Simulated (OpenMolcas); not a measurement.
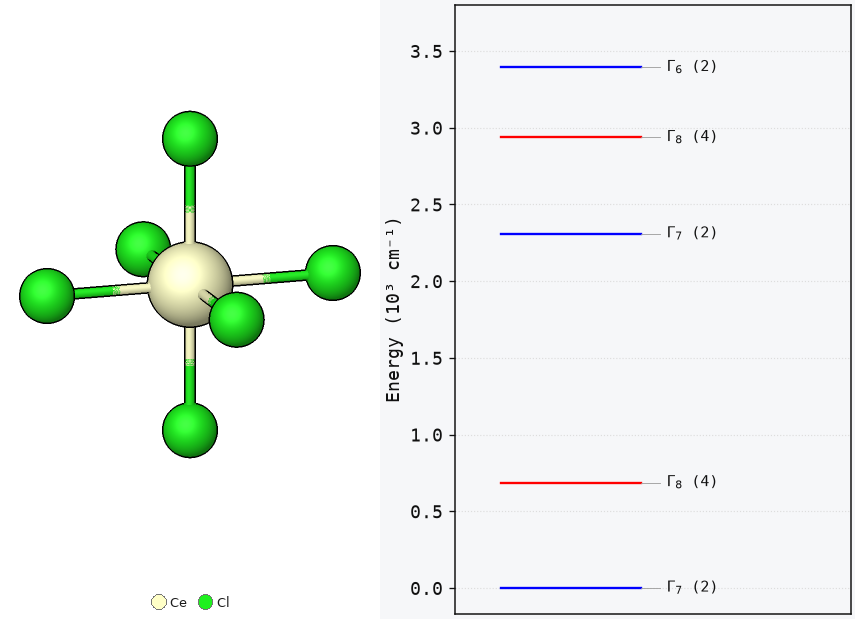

Ce³⁺ (4f) as a dopant in Cs₂NaYCl₆, a cluster with its 6 nearest Cl⁻ at 2.598 Å (octahedron) embedded in model potentials and point charges; the geometry was set, not optimised, and its levels. Labels give the representation in O, Td, D4 or D3 as the site allows (double group for half-integer spin) where it could be assigned and, in brackets, the degeneracy; spin-free states, where drawn, share the zero of the spin-orbit levels. Computed with OpenMolcas: state-averaged CASSCF, active space 1 electron in the shell 4f, basis ANO-RCC-VDZP on all atoms, DKH2 scalar Hamiltonian, spin-orbit coupling by RASSI with atomic mean-field integrals.

Question: Describe the ground state and the low levels.

Answer: The ground level is Γ₇, a Kramers doublet, 100 % from states of spin multiplicity 2, effective J = 2.53, with |mJ| = 3/2 the largest share (83 %). Its principal g values are 1.26, 1.26 and 1.26, isotropic. The next level lies at 687 cm⁻¹ (Γ₈). The lowest J multiplet spreads over 687 cm⁻¹. The active orbitals hold 98 to 100 % metal character (Löwdin), and the Mulliken charge of the metal is +1.79.

Known limits: the geometry is set by hand, with no relaxation and no charge compensation.
